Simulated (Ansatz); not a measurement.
**Structural relaxation of generalised stacking fault on (111) (glide set) of a Ge-Si solid solution (72 atoms)**

How does generalised stacking fault on (111) (glide set) of a Ge-Si solid solution (72 atoms) relax, and what do bonds, charges and levels look like afterwards?

Calculated with Ansatz 0.2.0; Kohn-Sham DFT, PBE, PAW (set soft_2), plane waves.

### 1. The starting structure

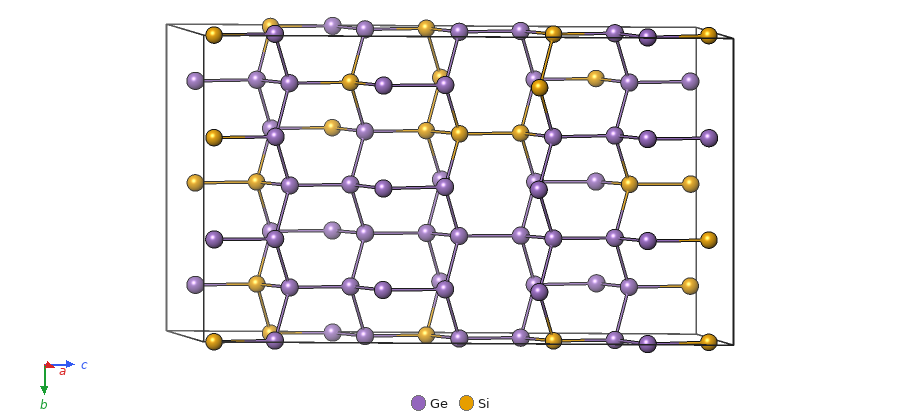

The cell as given, from the side, with the c axis across the page (germanium purple, silicon orange). Some periodic images of atoms are drawn too.

The cell holds 72 atoms: 51 Ge and 21 Si. Cell: a = 6.849 Å, b = 11.862 Å, c = 20.553 Å, α = 90.0°, β = 72.2°, γ = 90.0°. It derives from Ge and Si. Diamond-structure Ge lattice (a = 5.5919 Å, the value set for the mixture), cell with z along [111], 1 x 3 x 2 periods; the third cell vector is tilted by 0.917 of 1/2[11-2] and lengthened by 0.2 Å, so the cell holds one fault (glide set); displaced by a Gaussian of 0.01 Å; 21 of 72 Ge sites given to Si at random (lattice constant by Vegard's rule between Ge and Si).

What the set-up can't give: Atoms were free to move along the slip, so the relaxation can undo part or all of it. The host structure and its lattice constant were typed by rule, without a check against the phase diagram.

### 2. Single point at the start

A single point comes first, to see the forces before anything moves.

The input, input.yaml:

```yaml
crystal:
  lattice:
    - [6.84865, 0.0, 0.0]
    - [0.0, 11.86221, 0.0]
    - [6.27795, 0.0, 19.57091]
  atoms:
    - { symbol: Ge, position: [0.47935, 0.16762, 0.0209] }
    - { symbol: Ge, position: [0.36536, 0.16677, 0.14499] }
    - { symbol: Ge, position: [0.66249, 0.16683, 0.18546] }
    - { symbol: Si, position: [0.54871, 0.16645, 0.30862] }
    - { symbol: Si, position: [0.98156, 0.00021, 0.02095] }
    - { symbol: Ge, position: [0.86807, 0.99899, 0.14373] }
    - { symbol: Si, position: [0.16133, 0.9999, 0.18511] }
    - { symbol: Ge, position: [0.0464, 0.00087, 0.31042] }
    - { symbol: Ge, position: [0.34513, 0.00085, 0.35052] }
    - { symbol: Si, position: [0.2309, 0.00022, 0.47445] }
    - { symbol: Si, position: [0.48132, 0.50021, 0.02067] }
    - { symbol: Si, position: [0.3707, 0.49971, 0.14401] }
    - { symbol: Ge, position: [0.66148, 0.50021, 0.18627] }
    - { symbol: Ge, position: [0.54915, 0.49976, 0.30857] }
    - { symbol: Si, position: [0.98122, 0.3347, 0.02084] }
    - { symbol: Ge, position: [0.86615, 0.33449, 0.14516] }
    - { symbol: Ge, position: [0.16266, 0.33224, 0.186] }
    - { symbol: Si, position: [0.04861, 0.33256, 0.30957] }
    - { symbol: Ge, position: [0.34553, 0.33365, 0.35017] }
    - { symbol: Si, position: [0.23074, 0.33388, 0.47416] }
    - { symbol: Ge, position: [0.84297, 0.16623, 0.35066] }
    - { symbol: Ge, position: [0.72975, 0.16713, 0.47498] }
    - { symbol: Si, position: [0.02707, 0.1674, 0.51569] }
    - { symbol: Si, position: [0.91636, 0.16727, 0.63986] }
    - { symbol: Ge, position: [0.20959, 0.16585, 0.68014] }
    - { symbol: Si, position: [0.09651, 0.16518, 0.80394] }
    - { symbol: Ge, position: [0.52642, 0.00054, 0.51573] }
    - { symbol: Ge, position: [0.41081, 0.0006, 0.63968] }
    - { symbol: Si, position: [0.70739, 0.99973, 0.68087] }
    - { symbol: Ge, position: [0.59694, 0.99954, 0.80449] }
    - { symbol: Ge, position: [0.8911, 0.00194, 0.84568] }
    - { symbol: Si, position: [0.77884, 0.99883, 0.96892] }
    - { symbol: Ge, position: [0.48072, 0.83278, 0.0208] }
    - { symbol: Si, position: [0.36872, 0.83254, 0.14464] }
    - { symbol: Ge, position: [0.6623, 0.83283, 0.18601] }
    - { symbol: Ge, position: [0.55247, 0.83216, 0.30854] }
    - { symbol: Ge, position: [0.98408, 0.66635, 0.02112] }
    - { symbol: Ge, position: [0.86829, 0.66772, 0.14416] }
    - { symbol: Ge, position: [0.16214, 0.6677, 0.18586] }
    - { symbol: Ge, position: [0.05103, 0.66774, 0.30956] }
    - { symbol: Ge, position: [0.34503, 0.66586, 0.35072] }
    - { symbol: Ge, position: [0.23383, 0.66727, 0.47475] }
    - { symbol: Ge, position: [0.8428, 0.50185, 0.35025] }
    - { symbol: Ge, position: [0.72882, 0.49947, 0.47455] }
    - { symbol: Ge, position: [0.02899, 0.50011, 0.51615] }
    - { symbol: Ge, position: [0.91145, 0.50034, 0.63859] }
    - { symbol: Ge, position: [0.2095, 0.49929, 0.68116] }
    - { symbol: Ge, position: [0.09587, 0.50134, 0.80385] }
    - { symbol: Si, position: [0.527, 0.33334, 0.51632] }
    - { symbol: Si, position: [0.41426, 0.33322, 0.63928] }
    - { symbol: Ge, position: [0.71, 0.33457, 0.67984] }
    - { symbol: Ge, position: [0.59326, 0.33329, 0.80468] }
    - { symbol: Ge, position: [0.89229, 0.33334, 0.84557] }
    - { symbol: Ge, position: [0.77684, 0.3334, 0.96947] }
    - { symbol: Ge, position: [0.39085, 0.16743, 0.8461] }
    - { symbol: Ge, position: [0.28021, 0.16669, 0.96899] }
    - { symbol: Ge, position: [0.84503, 0.83276, 0.34939] }
    - { symbol: Ge, position: [0.73015, 0.83322, 0.47452] }
    - { symbol: Ge, position: [0.02608, 0.83287, 0.51494] }
    - { symbol: Ge, position: [0.91171, 0.83405, 0.63959] }
    - { symbol: Ge, position: [0.21117, 0.83473, 0.68029] }
    - { symbol: Ge, position: [0.09599, 0.83299, 0.80497] }
    - { symbol: Ge, position: [0.52663, 0.66637, 0.51505] }
    - { symbol: Ge, position: [0.41343, 0.66774, 0.63969] }
    - { symbol: Ge, position: [0.70946, 0.66596, 0.68025] }
    - { symbol: Ge, position: [0.59671, 0.66689, 0.80435] }
    - { symbol: Ge, position: [0.89142, 0.66607, 0.84572] }
    - { symbol: Si, position: [0.77908, 0.66567, 0.96911] }
    - { symbol: Si, position: [0.38931, 0.4992, 0.8467] }
    - { symbol: Si, position: [0.2797, 0.50099, 0.96973] }
    - { symbol: Ge, position: [0.39263, 0.83368, 0.84522] }
    - { symbol: Si, position: [0.27764, 0.83374, 0.969] }
kpoints:
  mp_grid: { grid: [2, 1, 1] }
hamiltonian:
  xc: pbe
scf:
  occupations: { method: gaussian, width: 0.025 }
output:
  forces: true
  stress: true
  populations: intrinsic
  dos:
    method: { smearing: { sigma: 0.15 } }
    de: 0.1
    projected: { site_lists: { Ge: [Ge], Si: [Si] } }
  eigenvalues: true
```

Run with:

```
$ ansatz run input.yaml --threads 4 --pin off --max-ram 8192MiB --backend cpu --events-out ev --progress --plain --runs-dir out
```

Numbers of over 12 decimals in the logs are rounded to 6 here.

What it wrote:

```text
Engine: ansatz 0.2.0, x86_64-unknown-linux-gnu
Pseudopotentials: kind: paw
Pseudopotential: Ge, paw, valence charge 14, recommended cutoff 420 eV (normal), Ge.paw.azcp
Pseudopotential: Si, paw, valence charge 4, recommended cutoff 420 eV (normal), Si.paw.azcp
[... 5 lines on functional and potentials left out ...]
Crystal: 72 atoms, lattice volume = 1589.943 Å³
Basis set: ecut = 420 eV, 31103 PW (Γ), exchange–correlation on 96×160×288 points (8 copies of the dense FFT grid, shifted against one another)
Bands: 479, of which v1, the nominal top of the filled ones, is band 399 counted from 1 (398 counted from 0)
Symmetry: 1 space group operations
Space group: P1 (ITA 1), of the structure as read, at distance tolerance 1.2e-4 Å
k-points: 2
[... 5 lines on functional and potentials left out ...]
Initial density: superposition of atomic densities (neutral atoms: chi_scale 0, normalization atom), corrected by the library's trained network
Initial wavefunctions: pseudopotential atomic-orbital guess
Functional: x = pbe(κ = 0.804, μ = 0.219515), c = pbe(β = 0.066725)
SCF iter   1: F=—  HF=-232377.595898 eV  |F-HF|=—  |Δ(HF+E_count)|=         —  Δρ=2.30e-3  dr2=1.33e-1  ethr=1.77e-3  ⟨swp⟩=5.5  Hψ=3355  notcnv=0  defer=51
preconditioner: auto → Resta (q_TF=auto, 2.432 Å⁻¹)  ε∞=2.7  [insulator: Δε(μ)=0.149 eV  Ē_g=20.316 eV  σ=0.025 eV  W_gap=1.00  n_scr=386 (ndim 8)  ℏωp=26.3 eV  f_vac=0.025  D(μ)=0.01/eV (n_scr^D=0)  ε∞_Penn≈2.7]
SCF iter   2: F=—  HF=-232377.589289 eV  |F-HF|=—  |Δ(HF+E_count)|=   6.61e-3  Δρ=1.27e-3  dr2=3.12e-2  ethr=1.67e-5  ⟨swp⟩=2.0  Hψ=1404  notcnv=0  defer=141
SCF iter   3: F=—  HF=-232377.589594 eV  |F-HF|=—  |Δ(HF+E_count)|=   3.05e-4  Δρ=5.88e-4  dr2=1.84e-2  ethr=3.91e-6  ⟨swp⟩=2.0  Hψ=1029  notcnv=0  defer=141
SCF iter   4: F=—  HF=-232377.590751 eV  |F-HF|=—  |Δ(HF+E_count)|=   1.16e-3  Δρ=2.63e-4  dr2=1.96e-2  ethr=2.31e-6  ⟨swp⟩=2.0  Hψ=999  notcnv=0  defer=141
SCF iter   5: F=—  HF=-232377.589268 eV  |F-HF|=—  |Δ(HF+E_count)|=   1.48e-3  Δρ=1.03e-4  dr2=3.10e-4  ethr=2.31e-6  ⟨swp⟩=2.0  Hψ=951  notcnv=0  defer=141
SCF iter   6: F=—  HF=-232377.589333 eV  |F-HF|=—  |Δ(HF+E_count)|=   6.50e-5  Δρ=4.70e-5  dr2=2.07e-4  ethr=3.88e-8  ⟨swp⟩=2.0  Hψ=1034  notcnv=0  defer=141
SCF iter   7: F=—  HF=-232377.589345 eV  |F-HF|=—  |Δ(HF+E_count)|=   1.20e-5  Δρ=2.73e-5  dr2=9.69e-5  ethr=2.59e-8  ⟨swp⟩=2.0  Hψ=974  notcnv=0  defer=141
SCF iter   8: F=—  HF=-232377.589535 eV  |F-HF|=—  |Δ(HF+E_count)|=   1.90e-4  Δρ=1.44e-5  dr2=1.03e-5  ethr=1.21e-8  ⟨swp⟩=2.0  Hψ=979  notcnv=0  defer=144
SCF iter   9: F=—  HF=-232377.589538 eV  |F-HF|=—  |Δ(HF+E_count)|=   3.25e-6  Δρ=6.21e-6  dr2=1.24e-6  ethr=1.29e-9  ⟨swp⟩=2.0  Hψ=1000  notcnv=0  defer=144
SCF iter  10: F=—  HF=-232377.589539 eV  |F-HF|=—  |Δ(HF+E_count)|=   9.35e-7  Δρ=2.81e-6  dr2=4.94e-7  ethr=1.56e-10  ⟨swp⟩=2.0  Hψ=1102  notcnv=0  defer=144
SCF iter  11: F=-232377.589539 eV  HF=-232377.589539 eV  |F-HF|=1.63e-8  |Δ(HF+E_count)|=   1.10e-7  Δρ=1.12e-6  dr2=2.60e-8  ethr=1.25e-11  ⟨swp⟩=10.0  Hψ=4554  notcnv=0
SCF 1 converged in 11 iterations: F = -232377.589539 eV  dr2 = 2.60e-8
  greatest PAW one-centre occupation: 0.999 electrons in one spin orbital (limit 2), on the Ge atom at site 0 (counted from 0), in its partial waves of l = 2
SCF converged after 11 iterations
Free energy (F): -232377.589539 eV
Harris-Foulkes:  -232377.589539 eV  (|F-HF|=1.63e-8)
Internal energy: -232377.589533 eV  (E = F + TS)
E sigma→0 (E₀):  -232377.589536 eV
Entropy (-TS):   -0.000006 eV (-0.000 meV/atom)
Fermi energy:    8.338690 eV
--- Per-component energies (eV) ---
  E_band       = -7838.699592
  E_kinetic    = 6549.694694
  E_local      = -146361.947491  (includes V_loc(G=0)·N_el)
  E_nonlocal   = 21914.709059
  E_hartree    = 65192.426913
  E_xc         = -5016.465860
  E_vxc        = -4281.663261  (∫ρ·V_xc dr)
  E_paw        = -113798.304897  (= ΣΔE_a)
  E_vpaw       = -16044.351335  (= ΣTr[D̂ρ^β])
  E_aug_tail   = 0.015577  (compensation charges beyond the density's cutoff)
  E_ewald      = -60857.717528
  E_smearing   = -0.000006  (= −TS)
  E_closure    = -0.000000  (closes the sum)
  Σ components = -232377.589539   (vs F -232377.589539, Δ=0.00e0)
--- Forces (eV/Å), atoms counted from 1 ---
  atom   1  Ge     8.99459841    -0.10619917     3.52684025
  atom   2  Ge    -0.13079735    -0.51630193    -0.05470125
  atom   3  Ge     0.04370596    -0.07865505     0.38105284
  atom   4  Si     0.00610488     0.07695493     0.05096763
  atom   5  Si     6.31908212    -0.10402309     1.68966883
  atom   6  Ge     0.30854491     0.11024701    -0.24965417
  atom   7  Si     0.37399094    -0.41812710     0.04328282
  atom   8  Ge     0.13544297    -0.13687764    -0.82630251
  atom   9  Ge     0.26396578     0.13697902     0.30674736
  atom  10  Si    -0.23184916     0.37317584     0.09538160
  atom  11  Si     6.96953289     0.11290915     2.64875422
  atom  12  Si    -0.31973744     0.05793511    -0.38830876
  atom  13  Ge    -0.31356187     0.16646990    -0.41199457
  atom  14  Ge    -0.06249387     0.02747710     0.14571804
[...]
atom  71  Ge    -0.01334612    -0.08560115     0.68589578
  atom  72  Si    -7.37085383     0.13964449    -2.49782659
  max |Σ_I F_I| component: 1.28e-5 eV/Å
--- Stress (GPa, compression-positive) ---
        6.419695       0.007868       4.150566
        0.007868       4.034938       0.018718
        4.150566       0.018718       3.700725
  P = ⅓ Tr σ = 4.7185 GPa (47.185 kbar)
--- Band table (eV) ---
  k-point 0: bands = ["-17.7050", "-17.3122", "-17.2941", "-17.0544", [... 463 levels ...], "11.5959", "11.6174", "11.6368", "11.6557", "11.6981", "11.9414", "11.9712", "12.0035", "12.0392", "12.1035", "12.1272", "12.1782"]
  k-point 1: bands = ["-17.7050", "-17.3122", "-17.2941", "-17.0543", [... 463 levels ...], "11.8436", "11.8680", "12.0248", "12.0538", "12.1938", "12.2610", "12.2714", "12.3091", "12.3455", "12.3640", "12.5544", "12.5670"]
--- intrinsic populations: 72 sites ---
  site symbol       q [e]
     0     Ge     14.0042
     1     Ge     14.0087
     2     Ge     14.0132
[...]
71     Si      3.9331
  spilling = 0.000000 (of n_electrons = 798.000000)
```

It took 49 s on 4 threads of Intel Xeon 6975P-C (Granite Rapids), shared host; peak memory 6.8 GiB; 2.9 min of CPU time.

The column dr2 measures how far the density is from self-consistency, as an energy; F and HF (Harris–Foulkes) agree once it is small.

Read from the output:

```
free energy                                      : -232377.5895 eV
free energy per atom                             : -3227.4665 eV/atom
SCF cycles                                       : 11
pressure                                         : 4.718 GPa
r.m.s. force component                           : 1.85 eV/Å
longest force                                    : 9.765 eV/Å
Fermi energy                                     : 8.339 eV
gap (highest filled to lowest empty level) : 0.139 eV
```

The r.m.s. force component of 1.9 eV/Å and the pressure of 4.7 GPa set the starting point.

Length of the force by element:

| element | coordination | atoms | mean length of the force (eV/Å) | spread | least | most |
| --- | --- | --- | --- | --- | --- | --- |
| Ge | all | 51 | 1.26 | 2.36 | 0.154 | 9.76 |
| Si | all | 21 | 2.75 | 3.21 | 0.0925 | 7.79 |

### 3. Relaxation

The atoms are relaxed in the fixed cell, aiming at the force tolerance of the input.

input.yaml, the sections that differ from step 2:

```yaml
output:
  forces: true
relax:
  f_tol: 0.03
  max_steps: 90
# crystal, kpoints, hamiltonian, scf: as in step 2
```

What it wrote:

```text
[...]
Crystal: 72 atoms, lattice volume = 1589.943 Å³
Basis set: ecut = 420 eV, 31103 PW (Γ), exchange–correlation on 96×160×288 points (8 copies of the dense FFT grid, shifted against one another)
Bands: 479, of which v1, the nominal top of the filled ones, is band 399 counted from 1 (398 counted from 0)
Symmetry: 1 space group operations
[...]
k-points: 2
[...]
SCF iter   1: F=—  HF=-232377.595897 eV  |F-HF|=—  |Δ(HF+E_count)|=         —  Δρ=2.30e-3  dr2=1.33e-1  ethr=1.77e-3  ⟨swp⟩=5.5  Hψ=3355  notcnv=0  defer=51
[...]
SCF iter   8: F=-232377.589532 eV  HF=-232377.589536 eV  |F-HF|=3.87e-6  |Δ(HF+E_count)|=   2.53e-6  Δρ=1.39e-5  dr2=1.10e-5  ethr=2.82e-9  ⟨swp⟩=2.0  Hψ=2719  notcnv=0
SCF 1 converged in 8 iterations: F = -232377.589532 eV  dr2 = 1.10e-5
[...]
relax step   1: F+E_penalty+E_count = -232377.58953199 eV  Δ(F+E_penalty+E_count) = +0.000e0 eV  max|allowed force component| = 9.209e0 eV/Å  Δτ_max = 0.0000 Å  (8 SCF iters, dr2 threshold 2.25e-5 eV, accepted)
[...]
relax step   2: F+E_penalty+E_count = -232386.40516455 eV  Δ(F+E_penalty+E_count) = -8.816e0 eV  max|allowed force component| = 2.236e0 eV/Å  Δτ_max = 0.1928 Å  (6 SCF iters, dr2 threshold 1.00e-4 eV, accepted)
[...]
relax step   3: F+E_penalty+E_count = -232389.12157652 eV  Δ(F+E_penalty+E_count) = -2.716e0 eV  max|allowed force component| = 1.383e-1 eV/Å  Δτ_max = 0.2000 Å  (8 SCF iters, dr2 threshold 1.00e-4 eV, accepted)
relax step   4: F+E_penalty+E_count = -232389.14550623 eV  Δ(F+E_penalty+E_count) = -2.393e-2 eV  max|allowed force component| = 1.037e-1 eV/Å  Δτ_max = 0.0329 Å  (8 SCF iters, dr2 threshold 1.20e-6 eV, accepted)
[...]
relax step   5: F+E_penalty+E_count = -232389.15041676 eV  Δ(F+E_penalty+E_count) = -4.911e-3 eV  max|allowed force component| = 1.206e-2 eV/Å  Δτ_max = 0.0203 Å  (8 SCF iters, accepted)
SCF converged after 8 iterations
Free energy (F): -232389.150417 eV
[...]
Internal energy: -232389.150417 eV  (E = F + TS)
E sigma→0 (E₀):  -232389.150417 eV
Entropy (-TS):   -0.000000 eV (-0.000 meV/atom)
Fermi energy:    8.051028 eV
[...]
--- Forces (eV/Å), atoms counted from 1 ---
  atom   1  Ge     0.00353445     0.00116878     0.00323643
  atom   2  Ge    -0.00310001     0.00084542    -0.00380849
  atom   3  Ge    -0.00300867     0.00238886    -0.00428261
  atom   4  Si     0.00565479     0.00168000    -0.00017264
  atom   5  Si     0.00209443    -0.00526256    -0.00453795
  atom   6  Ge    -0.00180813    -0.00008845    -0.00155705
  atom   7  Si     0.00237130    -0.00057262    -0.00164152
  atom   8  Ge     0.00113277    -0.00030124    -0.00266719
  atom   9  Ge    -0.00400233    -0.00115986     0.00192456
  atom  10  Si     0.00814856    -0.00221494    -0.00281773
  atom  11  Si     0.00151119     0.00950712     0.00529951
  atom  12  Si    -0.00768652    -0.00122042    -0.00728277
  atom  13  Ge    -0.00079696     0.00095353    -0.00449318
  atom  14  Ge     0.00342100     0.00211170    -0.00210048
[...]
atom  71  Ge     0.00293975    -0.00194941     0.00525429
  atom  72  Si     0.00176936     0.00431689     0.00251932
  max |Σ_I F_I| component: 1.17e-5 eV/Å
--- Relaxed structure (5 steps of the walk, 5 accepted, 0 SCFs on fresh bases) ---
  F+E_penalty+E_count = -232389.15041676 eV   max|allowed force component| = 1.206e-2 eV/Å
  atoms:
    - { symbol: Ge, position: [0.529334, 0.165027, 0.016014] }
    - { symbol: Ge, position: [0.399541, 0.164013, 0.141381] }
    - { symbol: Ge, position: [0.694688, 0.166161, 0.184583] }
    - { symbol: Si, position: [0.567361, 0.167724, 0.307921] }
[...]
- { symbol: Si, position: [0.229061, 0.835800, 0.974953] }
```

The job ended after 1.9 min (4 threads; peak memory 4.2 GiB; 6.5 min of CPU time).

The program notes that it cut back its work space to fit the memory limit.

Step by step:

| step | energy less that of the first step (eV) | largest force component (eV/Å) |
| --- | --- | --- |
| 1 | 0.0000 | 9.2090 |
| 2 | -8.8156 | 2.2356 |
| 3 | -11.5320 | 0.1383 |
| 4 | -11.5560 | 0.1037 |
| 5 | -11.5609 | 0.0121 |

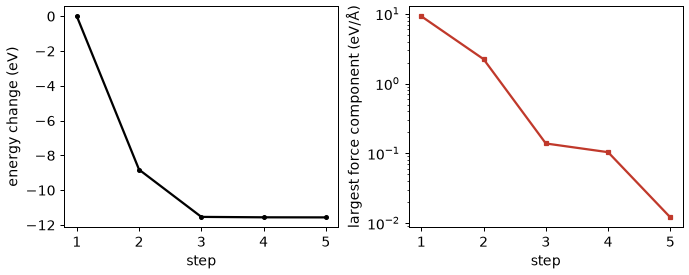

Energy and largest force along the relaxation.

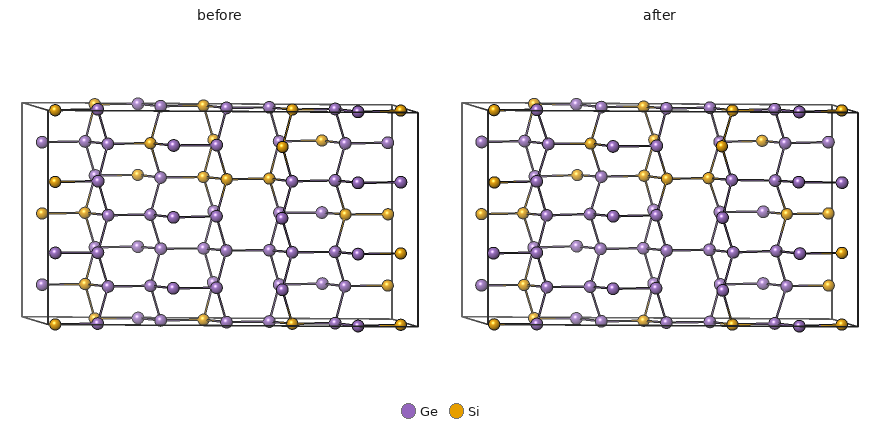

Before and after, at one scale.

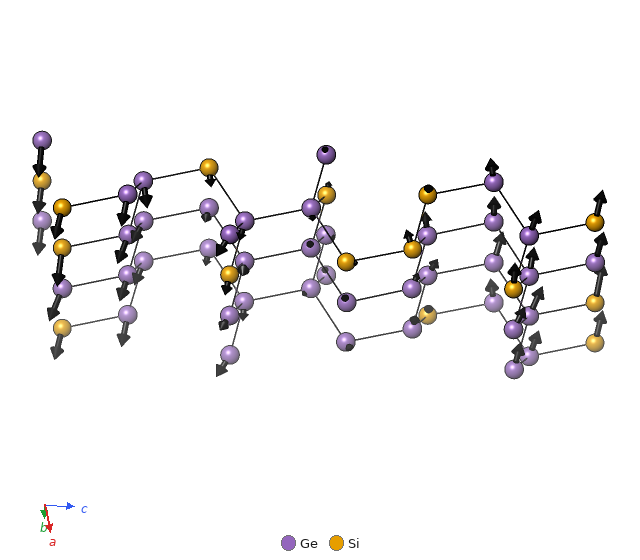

Displacements in the relaxation, exaggerated; the longest in the cell stands for 0.35 Å. Drawn is a slice 4 Å thick, seen at a slant to the bc plane. Bonds to atoms that aren't drawn are left out.

The atoms that moved most (Å):

| atom | dx | dy | dz | length |
| --- | --- | --- | --- | --- |
| Si68 | -0.323 | -0.007 | 0.135 | 0.351 |
| Ge56 | -0.329 | -0.009 | 0.103 | 0.345 |
| Si15 | 0.311 | 0.009 | -0.107 | 0.329 |
| Ge1 | 0.312 | -0.031 | -0.096 | 0.327 |
| Si72 | -0.295 | 0.024 | 0.116 | 0.318 |
| Ge37 | 0.244 | -0.003 | -0.156 | 0.290 |
| Ge33 | 0.267 | 0.015 | -0.092 | 0.282 |
| Si70 | -0.266 | -0.031 | 0.081 | 0.280 |

The relaxation changed the energy by -161 meV/atom, and atoms moved by 0.19 Å r.m.s., 0.35 Å at most.

(Continued in part 2 of 2.)

[Logs are printed without paths, hosts, clocks, repeated set-up lines and the standing remarks that a program may print on its own settings, such as how far it seeks lower states.]

[Hosts, paths, dates, database ids (printed as entryN), source tags and the programs' standing remarks are cut or masked in the printed files.]
